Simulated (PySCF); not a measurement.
```xyz
13

Si    0.0022   -0.0030    0.0017
N    -0.0019   -0.0100    1.9468
H    -0.3083    0.9016    2.2861
H     0.9455   -0.1926    2.2777
H    -0.6306   -0.7351    2.2903
N     0.0061    0.0024   -1.9436
H     0.6745    0.6899   -2.2896
H    -0.9294    0.2346   -2.2768
H     0.2627   -0.9263   -2.2777
F     1.6780   -0.0024   -0.0011
F    -1.6731   -0.0044    0.0052
F     0.0011    1.6723    0.0018
F     0.0039   -1.6790    0.0013
```

Geometry: PBE0-D3(BJ)/def2-SVP.

Method: PBE0/pcSseg-1, SCF density, gas phase, non-relativistic (PySCF 2.14.0).

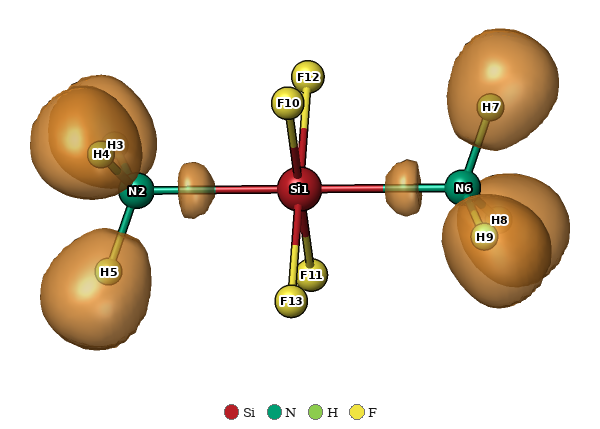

F4H6N2Si. Isosurface of the electron localisation function at 0.9 (orange), seen across its widest extent. Only the valence region is drawn (cores and ρ < 0.01 e/Å³ removed).

### Where are the electrons localised?

The surface consists of two regions between bonded N–Si atoms (shared pairs) and six regions around hydrogen nuclei.

Values along the shortest contacts:
Si–F (1.68 Å): the ELF peaks at about 0.85 in the valence shell of F, 0.5 Å from its nucleus, and is about 0.50 at the midpoint. Si–N (1.95 Å): the ELF peaks at about 0.95 between the atoms (a polar covalent bond).
